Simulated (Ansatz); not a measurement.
Results of rVV10 (PAW; Ansatz, a first-principles code) for CsCl-type TlBr.

Settings: plane-wave cutoff 520 eV, 8×8×8 k mesh, Fermi–Dirac smearing 0.01 eV, scalar-relativistic PAW data made under PBE.

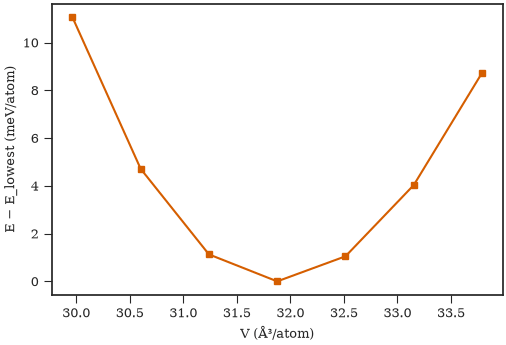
Figure. Total energy against volume

From the curve, estimate the equilibrium volume and the bulk modulus.

V0 ≈ 31.9 Å³/atom and B0 ≈ 27 GPa; the fit gives V0 = 31.876 Å³/atom, B0 = 27.3 GPa, B′ = 5.0.

Measured, for comparison: equilibrium volume per atom 31.62 Å³/atom (temperature not stated, no zero-point or thermal correction; as tabulated in Du and Singh (2010), arXiv:1001.5458). Computed (rounded) less measured: equilibrium volume per atom +0.8 %.

Spin–orbit coupling is not included; it can shift volumes and moduli of such heavy elements.

Computed values are for the static lattice.
